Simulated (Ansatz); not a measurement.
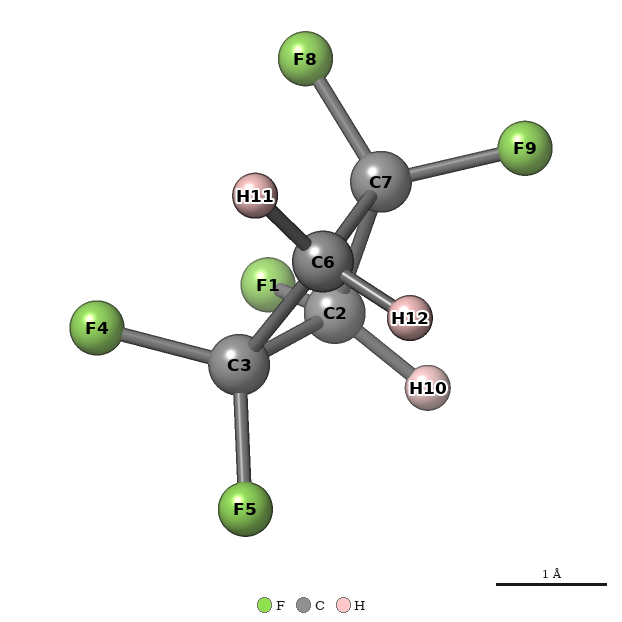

(Drawn from a calculation with Ansatz.)

Orthographic view. Atoms fade into the background with distance from the viewer. The species has charge +1 and is a spin doublet. Geometry: the geometry of the neutral molecule.

Write a Z-matrix (Å, degrees) in the order of the atom numbers, with these reference atoms: 2 to 1; 3 to 2, 1; 4 to 3, 2, 1; 5 to 3, 4, 2; 6 to 3, 4, 5; 7 to 6, 3, 4; 8 to 7, 6, 3; 9 to 7, 8, 6; 10 to 2, 1, 3; 11 to 6, 7, 8; 12 to 6, 11, 7.

```
F  
C    1   1.347
C    2   1.541   1   118.3
F    3   1.344   2   112.5   1   -21.6
F    3   1.345   4   107.9   2  -129.2
C    3   1.532   4   113.0   5  -130.5
C    6   1.532   3    87.9   4   -98.7
F    7   1.344   6   113.0   3    98.7
F    7   1.345   8   107.9   6  -130.5
H    2   1.094   1   110.9   3   128.4
H    6   1.088   7   115.6   8   -18.8
H    6   1.089  11   111.4   7   129.7
```
